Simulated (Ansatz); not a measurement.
# What a change does: single-point calculation on CH7FN2Si

System: CH7FN2Si, SMILES CN[SiH](N)F.
Method of the first run: RKS PBE0-D4/def2-TZVPP (Ansatz 0.2.0).

The geometry comes from this level: PBE0-D4/def2-TZVP. Text and figures count atoms from 1; the logs count them from 0 in places.

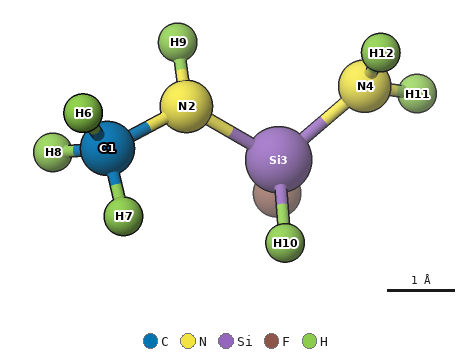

The structure (ball-and-stick view, seen at a tilt; atoms are numbered from 1 in the order of the input).

The input, the first run:
```yaml
crystal:
  periodic: [false, false, false]
  atoms:
    - {symbol: C, position_ang: [-1.430410, 1.177156, 0.532099]}
    - {symbol: N, position_ang: [-0.090991, 0.691439, 0.282075]}
    - {symbol: Si, position_ang: [0.310229, -0.719099, -0.562366]}
    - {symbol: N, position_ang: [1.879226, -1.180872, -0.098267]}
    - {symbol: F, position_ang: [0.415385, -0.589161, -2.158829]}
    - {symbol: H, position_ang: [-1.539704, 1.534683, 1.560606]}
    - {symbol: H, position_ang: [-2.144698, 0.362302, 0.394453]}
    - {symbol: H, position_ang: [-1.722755, 1.987917, -0.144799]}
    - {symbol: H, position_ang: [0.632620, 1.378307, 0.426411]}
    - {symbol: H, position_ang: [-0.815017, -1.661344, -0.348114]}
    - {symbol: H, position_ang: [2.459600, -1.721558, -0.717057]}
    - {symbol: H, position_ang: [2.123517, -1.314968, 0.867789]}
basis:
  gaussian: {orbitals: def2-TZVPP}
hamiltonian: {xc: pbe0, dispersion: d4}
output: {orbitals: {seedname: orbitals}}
```

Hardware: 4 CPU threads, shared host.

Output (the first run):
```
Functional definition: PBE0
  parameter a = 0.25
  parameter kappa = 0.804
  parameter beta = 0.06672455060314922
  exchange = (1 - a)*pbe_x(kappa = kappa, mu = beta*pi^2/3) + a*exact_x
  correlation = pbe_c(beta = beta)
1350 factors; their error is unknown
mean field evaluation 1: about -14709.2242 eV, gradient 8.3e1 eV
mean field evaluation 2: about -14697.9970 eV, gradient 1.1e2 eV
mean field evaluation 4: about -14721.6427 eV, gradient 5.2e0 eV
mean field evaluation 8: about -14721.6912 eV, gradient 5.8e-2 eV
mean field evaluation 16: about -14721.7202 eV, gradient 2.8e-5 eV
mean field -14721.72022932 eV, -541.0132396871 hartree, gradient 2.8e-5 eV, S^2 0.000000; 0 other end points of the search recorded, 0 dependent functions left out
reference -14721.72026232 eV, -541.0132408998 hartree; 25, 25 occupied and 239, 239 virtual orbitals, 1350 factors
Total energy: -14721.91267585 eV, -541.0203119668 hartree
```

For the second run the input was changed thus:
```diff
-  gaussian: {orbitals: def2-TZVPP}
+  gaussian: {orbitals: def2-SVP}
```

How does the second run compare with the first run?

The total energy of the second run is 262.2 kcal/mol higher, which measures the change of basis and not a stability. The HOMO goes from −7.14 to −6.95 eV. The LUMO goes from 1.08 to 1.86 eV. The basis functions go from 264 to 109.

Output (the second run):
```
Functional definition: PBE0
  parameter a = 0.25
  parameter kappa = 0.804
  parameter beta = 0.06672455060314922
  exchange = (1 - a)*pbe_x(kappa = kappa, mu = beta*pi^2/3) + a*exact_x
  correlation = pbe_c(beta = beta)
1252 factors; their error is unknown
mean field evaluation 1: about -14700.7495 eV, gradient 7.0e1 eV
mean field evaluation 2: about -14694.3973 eV, gradient 8.7e1 eV
mean field evaluation 4: about -14710.2893 eV, gradient 3.1e0 eV
mean field evaluation 8: about -14710.3094 eV, gradient 3.5e-2 eV
mean field evaluation 16: about -14710.3506 eV, gradient 1.6e-5 eV
mean field -14710.35064812 eV, -540.5954152847 hartree, gradient 1.6e-5 eV, S^2 0.000000; 0 other end points of the search recorded, 0 dependent functions left out
reference -14710.35067561 eV, -540.5954162948 hartree; 25, 25 occupied and 84, 84 virtual orbitals, 1252 factors
Total energy: -14710.54308915 eV, -540.6024873619 hartree
```

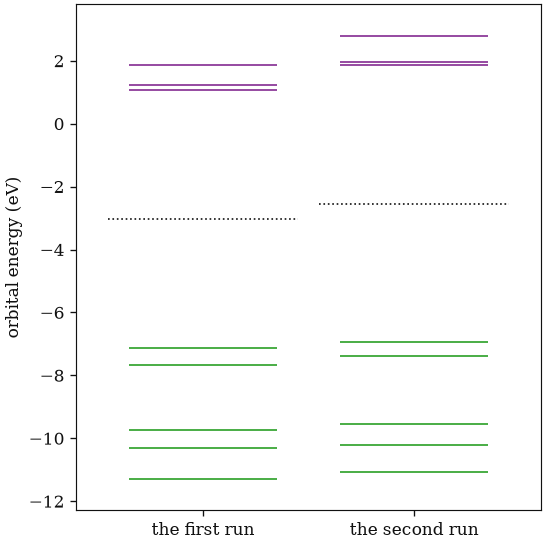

The five highest filled and three lowest empty orbital energies of the two runs; the dotted lines part filled from empty levels. The HOMO–LUMO gap is 8.22 eV in the first run and 8.81 eV in the second run.

The two runs side by side:

| quantity | the first run | the second run |
| --- | --- | --- |
| outcome | converged | converged |
| total energy (hartree) | −541.020312 | −540.602487 |
| HOMO (eV) | −7.14 | −6.95 |
| LUMO (eV) | 1.08 | 1.86 |
| basis functions | 264 | 109 |
| wall time (shared host) | 1.6 s | 0.65 s |
